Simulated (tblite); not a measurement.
## Si$_{3}$NH$_{9}$O$_{2}$: molecular dynamics (part 1 of 2)

Si$_{3}$NH$_{9}$O$_{2}$, SMILES O[SiH](O)N([SiH3])[SiH3], computed with GFN2-xTB Langevin dynamics, gas phase (tblite 0.8.0).

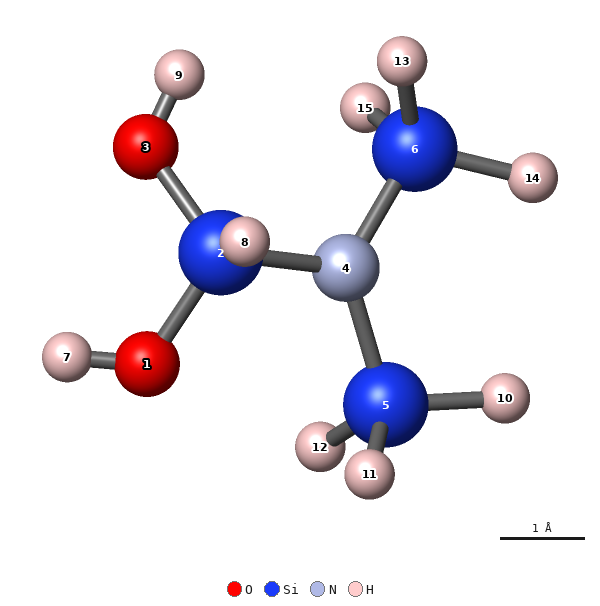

Figure 1. The starting structure (ball-and-stick view, seen at a tilt; atoms are numbered from 1 in the order of the input).

Input file
```
{"job": {"kind": "md", "xc": "GFN2-xTB", "basis": "xTB", "temperature": 200, "steps": 2000, "every": 50}, "charge": 0, "multiplicity": 1}
O      2.003170     1.180555    -0.397015
Si     1.313358    -0.085587     0.336680
O      1.908875    -1.414258    -0.390115
N     -0.401434     0.088196     0.143301
Si    -0.993434     1.701764    -0.156914
Si    -1.394797    -1.330310     0.084469
H      2.872540     1.060677    -0.769785
H      1.649592    -0.097679     1.758448
H      1.512298    -2.259851    -0.209231
H     -2.432533     1.655670     0.110559
H     -0.318954     2.609442     0.767128
H     -0.753557     2.085886    -1.549947
H     -0.835997    -2.300802     1.038195
H     -2.749701    -0.947513     0.466183
H     -1.383841    -1.938200    -1.253868
```

The first line tells a small driver script what to run in tblite; the rest is the geometry in Å.

Machine: 1 CPU thread, shared host.

Launched with:
```bash
OMP_NUM_THREADS=1 python <driver script> task.json out
```

Log
```
t/fs     T/K      E/eV
    0.0   159.5   -571.73536
   25.0    78.1   -571.51612
   50.0   139.4   -571.57042
   75.0   129.8   -571.54437
  100.0   141.7   -571.54581
  125.0   143.8   -571.52964
  150.0   135.9   -571.42729
  175.0   154.2   -571.42545
  200.0   167.4   -571.43006
  225.0   167.6   -571.35051
  250.0   199.7   -571.45341
  275.0   141.9   -571.42412
  300.0   195.8   -571.47327
  325.0   188.1   -571.47722
  350.0   158.0   -571.40287
  375.0   217.6   -571.50035
  400.0   165.3   -571.47136
  425.0   150.0   -571.49502
  450.0   160.4   -571.53938
  475.0   147.9   -571.41060
  500.0   151.4   -571.44370
  525.0   170.4   -571.38054
  550.0   133.4   -571.31968
  575.0   177.4   -571.34059
  600.0   208.5   -571.36506
  625.0   189.5   -571.28218
  650.0   245.9   -571.47292
  675.0   204.7   -571.44457
  700.0   191.2   -571.42571
  725.0   237.7   -571.52205
  750.0   151.2   -571.40495
  775.0   209.1   -571.43964
  800.0   211.8   -571.50353
  825.0   147.5   -571.39549
  850.0   209.6   -571.43172
  875.0   181.0   -571.42595
  900.0   171.9   -571.41756
  925.0   172.5   -571.40598
  950.0   202.6   -571.49185
  975.0   178.0   -571.47361
 1000.0   223.1   -571.46432
```

Trajectory as extended XYZ (Å, eV, eV/Å), 31 of the 41 frames kept, from step=0 to step=40
```
15
Properties=species:S:1:pos:R:3:forces:R:3 step=0 time_fs=0.0 energy=-571.73536 temperature=159.5
O     2.0032    1.1806   -0.3970    0.0035  -0.0040  -0.0005
Si    1.3134   -0.0856    0.3367   -0.0019  -0.0029  -0.0016
O     1.9089   -1.4143   -0.3901    0.0014  -0.0020   0.0012
N    -0.4014    0.0882    0.1433    0.0016   0.0012   0.0047
Si   -0.9934    1.7018   -0.1569   -0.0052  -0.0043  -0.0035
Si   -1.3948   -1.3303    0.0845   -0.0044   0.0056   0.0069
H     2.8725    1.0607   -0.7698   -0.0037   0.0044   0.0011
H     1.6496   -0.0977    1.7584   -0.0019  -0.0017  -0.0004
H     1.5123   -2.2599   -0.2092    0.0007   0.0014  -0.0018
H    -2.4325    1.6557    0.1106    0.0016   0.0012  -0.0010
H    -0.3190    2.6094    0.7671    0.0030  -0.0001   0.0016
H    -0.7536    2.0859   -1.5499    0.0005   0.0030  -0.0027
H    -0.8360   -2.3008    1.0382    0.0014   0.0031  -0.0023
H    -2.7497   -0.9475    0.4662    0.0010  -0.0038   0.0007
H    -1.3838   -1.9382   -1.2539    0.0024  -0.0011  -0.0023
15
Properties=species:S:1:pos:R:3:forces:R:3 step=1 time_fs=25.0 energy=-571.51612 temperature=78.1
O     1.9909    1.1567   -0.3787    0.5937   0.6018  -0.5218
Si    1.3014   -0.0947    0.3597    0.3110  -0.3429  -0.4295
O     1.9555   -1.3655   -0.4646   -0.4575   0.4816   0.3468
N    -0.4201    0.1083    0.2207    0.1722   0.1220  -0.2425
Si   -1.0156    1.7092   -0.1981    0.1258  -0.0366   1.2224
Si   -1.3714   -1.3212    0.0895    0.5344  -0.9631  -0.4634
H     2.6063    1.0299   -1.1177   -0.4368  -0.0394   0.6388
H     1.6321   -0.1524    1.7693    0.0983   0.0046   0.0722
H     1.3863   -2.1157   -0.5478   -0.0391  -0.4439  -0.0247
H    -2.4775    1.5762   -0.0446    0.1832   0.1499  -0.0301
H    -0.4375    2.6692    0.8358   -0.3435  -0.5510  -0.7250
H    -0.6695    1.9863   -1.5680    0.1125   0.2361  -0.3970
H    -0.7535   -2.3598    0.9965   -0.3287   0.4563  -0.3235
H    -2.6934   -0.8908    0.4389   -0.4813  -0.0642   0.1241
H    -1.3284   -1.9556   -1.3132   -0.0442   0.3888   0.7531
15
Properties=species:S:1:pos:R:3:forces:R:3 step=3 time_fs=75.0 energy=-571.54437 temperature=129.8
O     2.0190    1.2884   -0.2799    0.0966  -0.2023  -0.3138
Si    1.2787   -0.0428    0.2750   -0.0442   0.8940   0.6265
O     1.7426   -1.3119   -0.5980   -0.0397  -1.5070   0.2033
N    -0.4434    0.1415    0.1600   -0.4429  -1.3652  -0.0472
Si   -1.1481    1.6715   -0.2474   -0.7625  -0.2152   0.6283
Si   -1.3237   -1.4077    0.1521   -0.6946   1.0081  -0.1412
H     2.3779    1.2558   -1.1686   -0.0732   0.0481   0.2330
H     1.7159   -0.1623    1.6708   -0.1084   0.0373  -0.1606
H     1.4539   -2.1720   -0.2331    0.3987   0.8673  -0.6085
H    -2.6306    1.4420   -0.1586    0.5807   0.1609  -0.1083
H    -0.7260    2.6046    0.7964    0.0327   0.0894  -0.0967
H    -0.7508    2.0518   -1.5813    0.0820   0.2098  -0.3964
H    -0.8788   -2.2255    1.2820    0.1841  -0.0433  -0.0327
H    -2.7797   -1.0648    0.4017    0.8205  -0.1926  -0.2316
H    -1.1550   -2.1270   -1.1495   -0.0299   0.2107   0.4458
15
Properties=species:S:1:pos:R:3:forces:R:3 step=4 time_fs=100.0 energy=-571.54581 temperature=141.7
O     2.0467    1.3557   -0.2459   -0.0923  -0.1418   0.0545
Si    1.2575    0.0386    0.2386   -0.6621  -0.6591  -0.4185
O     1.7768   -1.2801   -0.5997    0.4646   1.3897   0.1851
N    -0.5052    0.0755    0.0322    0.5122   0.3054   0.0767
Si   -1.1954    1.6554   -0.2411   -0.0915  -0.0271  -0.0405
Si   -1.3385   -1.4373    0.2059    1.7100  -0.6331   0.1263
H     2.2257    1.5112   -1.1644    0.0251   0.0244  -0.2386
H     1.5091    0.0939    1.6557    0.1849  -0.1291   0.2314
H     1.4138   -2.1289   -0.4460   -0.3748  -0.6364   0.1830
H    -2.6657    1.4699   -0.2524    0.3162   0.0768   0.0965
H    -0.7280    2.6448    0.7774   -0.2001  -0.4044  -0.3550
H    -0.7699    2.0643   -1.5996   -0.0522   0.0651   0.1893
H    -0.5618   -2.1942    1.2946   -0.5537   0.3644  -0.5055
H    -2.6781   -1.1747    0.5491   -1.0368   0.1696   0.2331
H    -1.1713   -2.2891   -1.0067   -0.1495   0.2355   0.1821
15
Properties=species:S:1:pos:R:3:forces:R:3 step=5 time_fs=125.0 energy=-571.52964 temperature=143.8
O     2.0117    1.3729   -0.1954   -0.0352   0.6163  -0.1859
Si    1.2038    0.0717    0.2512    0.2607  -1.4596  -0.3915
O     1.8605   -1.1683   -0.6210    0.4640   2.2267   0.0502
N    -0.5218    0.0293   -0.0539    0.4776   0.7669   0.2481
Si   -1.2253    1.6170   -0.2535   -0.0168   0.1259   0.0196
Si   -1.3231   -1.4719    0.2547   -1.0837   0.4146  -0.3504
H     1.8470    1.8263   -1.0224    0.0455  -0.1717   0.1526
H     1.5588   -0.1323    1.6477   -0.0950   0.2142   0.0156
H     1.5493   -2.0238   -0.5147   -0.6736  -1.7858   0.1883
H    -2.6690    1.3974   -0.2864    0.0237   0.0332  -0.0762
H    -0.8607    2.4906    0.8915   -0.0561  -0.2026  -0.2470
H    -0.7298    2.2898   -1.4994   -0.1482  -0.3202   0.3485
H    -0.6468   -2.2549    1.2411    0.4217  -0.3251   0.5524
H    -2.7060   -1.1713    0.7104    0.3866  -0.0522  -0.1195
H    -1.3765   -2.2459   -0.9813    0.0289  -0.0806  -0.2046
15
Properties=species:S:1:pos:R:3:forces:R:3 step=7 time_fs=175.0 energy=-571.42545 temperature=154.2
O     1.9213    1.4479   -0.2130   -0.6336  -0.7210  -0.0166
Si    1.2815    0.0040    0.2825    0.1731   1.2939  -0.1909
O     1.9779   -1.1531   -0.6134   -1.1038  -1.7657  -0.2180
N    -0.4819    0.0735    0.0226    0.9642  -1.4530   0.4265
Si   -1.3727    1.5013   -0.2642   -0.0734   1.2536  -0.2000
Si   -1.2792   -1.4601    0.2373    0.0924  -0.7149   0.0841
H     1.5538    1.8537   -1.0092    0.2601  -0.2504   0.4657
H     1.7478   -0.1706    1.6734   -0.3503   0.2023  -0.4154
H     1.5237   -2.0436   -0.6767    0.9214   1.6598   0.0965
H    -2.7558    1.1557   -0.5992    0.0354  -0.0422   0.1606
H    -1.2099    2.3378    0.9617   -0.1608  -0.1539  -0.4509
H    -0.8559    2.2173   -1.4858   -0.0616  -0.2145   0.4534
H    -0.4541   -2.3915    1.0916   -0.2036   0.4807  -0.3972
H    -2.5883   -1.3912    0.8633   -0.1115   0.2913   0.1890
H    -1.5522   -2.1321   -1.0521    0.2520   0.1343   0.0133
15
Properties=species:S:1:pos:R:3:forces:R:3 step=8 time_fs=200.0 energy=-571.43006 temperature=167.4
O     1.8875    1.4429   -0.2566    0.4395  -0.2509   1.2240
Si    1.3109    0.0330    0.2541   -0.6614  -0.5074  -1.3116
O     1.9862   -1.1832   -0.6726   -0.8897   0.5575   0.6218
N    -0.4640    0.0419    0.1404    0.5186  -0.1791  -0.0399
Si   -1.4009    1.4448   -0.2731    0.1346   0.2082  -0.3947
Si   -1.2844   -1.4899    0.2484   -0.0737   0.8444  -0.6941
H     1.7467    1.8240   -1.0925   -0.2338   0.3241  -1.1040
H     1.6231    0.0050    1.6392    0.3422  -0.1056   0.5699
H     1.4460   -1.9615   -0.8424    0.3024   0.3268   0.1190
H    -2.7216    0.8855   -0.5867   -0.0153   0.2072  -0.0597
H    -1.5544    2.4242    0.8337    0.2413  -0.2423  -0.2948
H    -0.8132    2.0121   -1.5402   -0.2471  -0.0564   0.5727
H    -0.4323   -2.3114    1.0142    0.5556  -0.7797   0.8623
H    -2.6042   -1.1954    0.7550   -0.2048  -0.1934   0.1567
H    -1.2880   -2.0698   -1.0930   -0.2084  -0.1533  -0.2274
15
Properties=species:S:1:pos:R:3:forces:R:3 step=9 time_fs=225.0 energy=-571.35051 temperature=167.6
O     1.8604    1.4431   -0.3150    0.2273   0.4692   0.5298
Si    1.2913    0.0388    0.1705    0.1649  -0.6315   0.6422
O     1.9381   -1.1414   -0.7136    0.8950   1.0614  -0.3968
N    -0.4175   -0.0203    0.2181   -1.6552   1.1288  -0.8714
Si   -1.3619    1.4355   -0.3120    0.5619  -1.1105   0.9975
Si   -1.2576   -1.5164    0.2406   -0.0316  -0.8988   0.0607
H     1.8794    1.5568   -1.2407    0.1574   0.4028  -1.0948
H     1.8076   -0.1211    1.4886    0.1991   0.0591   0.7217
H     1.5449   -1.9582   -0.8822   -0.7289  -1.3533  -0.1633
H    -2.7520    1.1299   -0.6769    0.2138  -0.0761   0.1551
H    -1.1640    2.3338    0.8070   -0.2019   0.2014   0.2306
H    -0.6981    2.0069   -1.4340    0.3156   0.3224  -0.8616
H    -0.6756   -2.4062    1.2963    0.0034   0.2451  -0.5414
H    -2.6162   -1.2411    0.6977   -0.1019   0.0072  -0.1454
H    -1.2325   -2.1351   -1.1530   -0.0190   0.1726   0.7372
15
Properties=species:S:1:pos:R:3:forces:R:3 step=11 time_fs=275.0 energy=-571.42412 temperature=141.9
O     1.7632    1.4050   -0.5446    0.4522   0.3724  -0.7153
Si    1.2386    0.0601    0.1580   -0.1325  -1.0436  -0.2103
O     1.8096   -1.1329   -0.8296    0.1133   0.0084   0.5363
N    -0.5123   -0.0380   -0.0215    0.5916  -1.4346   0.5990
Si   -1.2051    1.5237   -0.2073   -0.1255   0.5907   0.6369
Si   -1.2268   -1.6616    0.2690   -0.1326   1.4335  -0.7761
H     2.0735    1.3494   -1.4665   -0.2517  -0.0079   0.8566
H     1.8171   -0.0918    1.5403   -0.4518   0.2468  -0.7656
H     1.7118   -2.0254   -0.5063    0.0287   0.0778  -0.1845
H    -2.6427    1.3430   -0.1206   -0.2144  -0.0258  -0.0233
H    -0.6942    2.3264    0.9548   -0.2670  -0.1568  -0.4806
H    -0.8247    2.1449   -1.4720   -0.0110   0.0214  -0.0849
H    -0.7542   -2.0808    1.5635    0.3047  -0.3254   0.3752
H    -2.6748   -1.4343    0.3712    0.1267  -0.0478  -0.1382
H    -0.8970   -2.6042   -0.8409   -0.0306   0.2910   0.3747
15
Properties=species:S:1:pos:R:3:forces:R:3 step=12 time_fs=300.0 energy=-571.47327 temperature=195.8
O     1.7921    1.4025   -0.5676   -0.1200   0.3550   0.1576
Si    1.2266    0.0409    0.0606    0.9405  -0.1757   0.7091
O     1.8564   -1.1372   -0.8318    0.4465  -1.5675  -0.2986
N    -0.4578   -0.0749    0.0353   -1.4285   0.3150  -0.1472
Si   -1.1869    1.5075   -0.1550   -0.3676  -0.3213  -0.4732
Si   -1.1671   -1.6404    0.2508   -0.6673   0.4409   0.8624
H     2.2855    1.3090   -1.3648    0.3320   0.0831  -0.5208
H     1.5807    0.1084    1.4689    0.2919  -0.1433   0.1034
H     1.6828   -2.0960   -0.7338    0.0885   1.2811   0.0381
H    -2.6246    1.3672    0.0938    0.1170  -0.0897  -0.0282
H    -0.6103    2.5199    0.6849    0.2083   0.1910   0.5519
H    -0.8864    1.9999   -1.5061   -0.1659  -0.1507  -0.0981
H    -0.8151   -2.2111    1.6017   -0.1200   0.2776  -0.4766
H    -2.6112   -1.3657    0.1046    0.2836  -0.2006   0.0509
H    -0.6811   -2.5995   -0.7102    0.1609  -0.2949  -0.4305
15
Properties=species:S:1:pos:R:3:forces:R:3 step=13 time_fs=325.0 energy=-571.47722 temperature=188.1
O     1.8262    1.4683   -0.5647   -0.5952  -0.4909   0.3803
Si    1.3174    0.0289    0.0273    0.1883  -0.1705  -0.5826
O     2.0213   -1.1619   -0.8774   -0.6440   0.4501   0.0849
N    -0.4338   -0.0701    0.1617    0.4510   0.8662  -0.5579
Si   -1.2836    1.4477   -0.1588   -0.9480  -1.2276  -0.5635
Si   -1.1562   -1.6296    0.2437    0.5255  -0.4367  -0.5844
H     2.3733    1.4540   -1.3365    0.2162  -0.0261  -0.2738
H     1.9274   -0.1466    1.3050    0.1315   0.0952   0.7668
H     1.5419   -1.9871   -0.8892    0.1598   0.0043  -0.0725
H    -2.7233    1.1231    0.1675    0.5752   0.1604  -0.1688
H    -0.8154    2.3765    0.8157    0.3488   0.5899   0.2550
H    -1.2378    1.7488   -1.6320    0.1046   0.0534   0.6562
H    -0.7503   -2.2327    1.4850    0.1702  -0.2276   0.5115
H    -2.5806   -1.6525    0.1058   -0.5157   0.2284  -0.0636
H    -0.5846   -2.4680   -0.8618   -0.1682   0.1314   0.2123
15
Properties=species:S:1:pos:R:3:forces:R:3 step=15 time_fs=375.0 energy=-571.50035 temperature=217.6
O     1.7106    1.4798   -0.3781    0.2318   0.2811   0.1810
Si    1.3645    0.0084    0.1971    0.4700  -0.0596   0.0376
O     2.0792   -0.9431   -0.8949    0.2275  -0.7093  -0.3989
N    -0.3482   -0.1000    0.0787   -0.0345  -1.0964   0.4744
Si   -1.2204    1.3343   -0.1733   -0.8806   1.1487  -1.1021
Si   -1.0376   -1.6818    0.2397   -0.0560   0.1804   0.6321
H     2.4307    1.5679   -1.0046   -0.1278  -0.0777   0.2130
H     1.9048   -0.3938    1.5205   -0.2622   0.4128  -0.3364
H     1.8548   -1.8706   -0.9628    0.0710   0.2272   0.0567
H    -2.6473    1.0887    0.0904    0.1015  -0.0662   0.1234
H    -0.7254    2.4105    0.6803    0.0204  -0.0340  -0.0560
H    -1.1572    1.6060   -1.6636    0.0419   0.0842   0.6644
H    -0.4248   -2.2345    1.4428   -0.0339  -0.1095   0.3564
H    -2.4964   -1.6659    0.3664    0.2208   0.1226  -0.1581
H    -0.5099   -2.5557   -0.7746    0.0101  -0.3041  -0.6877
15
Properties=species:S:1:pos:R:3:forces:R:3 step=16 time_fs=400.0 energy=-571.47136 temperature=165.3
O     1.6867    1.5243   -0.2247    0.8477   0.4106  -0.8195
Si    1.3399    0.0032    0.1658   -0.1105  -0.1389  -0.2081
O     2.1491   -0.9165   -0.9130   -0.2175  -1.7099   0.5085
N    -0.3804   -0.1866    0.1481    0.1331   0.6847  -0.3073
Si   -1.1802    1.3772   -0.1562   -0.2022  -1.2241   0.0301
Si   -0.9776   -1.7956    0.3465   -0.5180   0.0680  -0.8305
H     2.5290    1.6132   -0.7031   -0.7159   0.1268   0.3514
H     1.8300   -0.1190    1.5052    0.2256  -0.3728   0.6323
H     2.0827   -1.8961   -0.7689    0.1303   1.5929  -0.3864
H    -2.5636    1.2115    0.2434   -0.3440  -0.2139  -0.0210
H    -0.6126    2.2702    0.7870    0.4425   0.6939   0.4939
H    -1.1154    1.8065   -1.5415    0.1368  -0.0173  -0.1872
H    -0.5850   -2.3341    1.6371    0.2104  -0.1272   0.1152
H    -2.4281   -1.6693    0.2377   -0.0618  -0.0135   0.0830
H    -0.5590   -2.6580   -0.8207    0.0435   0.2406   0.5455
15
Properties=species:S:1:pos:R:3:forces:R:3 step=17 time_fs=425.0 energy=-571.49502 temperature=150.0
O     1.6481    1.5730   -0.1380    0.2808  -0.0457  -0.2669
Si    1.3532    0.0188    0.1927   -0.5215  -0.3779   0.5345
O     2.1617   -0.9197   -0.8584    0.3621  -1.1221   0.2432
N    -0.3861   -0.2136    0.1097    0.2056   0.8685   0.0585
Si   -1.2382    1.3354   -0.0858    0.6708  -0.2561   0.5647
Si   -0.9716   -1.8181    0.3916    0.9751   0.0423   0.7649
H     2.5046    1.8272   -0.4897   -0.2699  -0.1427   0.0991
H     1.7397   -0.2671    1.5914    0.0723   0.0539  -0.2968
H     2.2954   -1.8765   -0.6758   -0.3145   1.3284  -0.2427
H    -2.6523    1.1577    0.2209   -0.0273  -0.1199   0.0701
H    -0.6061    2.3989    0.7716   -0.4408  -0.5388  -0.2625
H    -1.0182    1.6761   -1.4709   -0.0751   0.1888  -0.4336
H    -0.4796   -2.3051    1.7478   -0.2938   0.2348  -0.5502
H    -2.3997   -1.8581    0.3307   -0.5282   0.0609  -0.1001
H    -0.2703   -2.6702   -0.5667   -0.0956  -0.1743  -0.1820
15
Properties=species:S:1:pos:R:3:forces:R:3 step=19 time_fs=475.0 energy=-571.41060 temperature=147.9
O     1.6106    1.5990   -0.1252    0.2879   0.2621   0.0607
Si    1.3703    0.0478    0.2456   -0.7107  -0.1415  -0.9062
O     2.2069   -0.8317   -0.8700    0.3227   1.9941   1.3156
N    -0.3744   -0.1365    0.0759    0.4955  -0.9640   0.3472
Si   -1.3899    1.2570   -0.0425   -0.3541  -0.6687  -1.6806
Si   -0.9817   -1.7153    0.4832    0.0161  -0.1790   0.4818
H     2.5111    1.9166   -0.0855   -0.1231   0.0485  -0.1168
H     1.7355   -0.1372    1.6314    0.2176  -0.3156   0.1349
H     1.9126   -1.6301   -1.2118   -0.6822  -1.6748  -0.5647
H    -2.8262    0.9280   -0.0480    0.2260  -0.1795  -0.0804
H    -1.1537    2.1249    1.0021    0.3737   1.3351   1.7711
H    -0.9450    1.8875   -1.2757   -0.1730   0.1061  -0.2497
H    -0.3666   -2.1728    1.7671   -0.1236   0.1176  -0.3139
H    -2.4389   -1.6380    0.7103    0.3208  -0.0022  -0.2150
H    -0.5886   -2.7393   -0.5148   -0.0935   0.2617   0.0160
15
Properties=species:S:1:pos:R:3:forces:R:3 step=20 time_fs=500.0 energy=-571.44370 temperature=151.4
O     1.5752    1.6874   -0.1294    0.5185   0.8189  -0.2841
Si    1.3158    0.1324    0.1511    0.5726  -0.7739   1.2414
O     2.1455   -0.8299   -0.8356   -0.3312  -1.4795  -1.5018
N    -0.3778   -0.1322    0.1402   -0.3108   0.1217   0.0235
Si   -1.4083    1.2499   -0.0716   -0.3935   0.0009   1.2869
Si   -0.9819   -1.7185    0.5139   -0.4364   0.3296  -0.2426
H     2.4776    2.0213   -0.2237   -0.5960  -0.3050   0.0366
H     1.9297   -0.2441    1.4616   -0.3029   0.2379  -0.2806
H     1.7620   -1.5859   -1.3548    0.5439   1.3658   0.9598
H    -2.6638    0.5742   -0.3734   -0.2698   0.1695  -0.0647
H    -1.4912    1.9720    1.2715    0.0605  -0.2965  -0.7956
H    -1.0211    2.1134   -1.1444    0.2369   0.3295  -0.3920
H    -0.3838   -2.2399    1.7256    0.0489  -0.0541   0.2114
H    -2.4685   -1.7316    0.5236    0.4785   0.0860   0.1472
H    -0.5716   -2.4604   -0.6562    0.1807  -0.5507  -0.3455
```
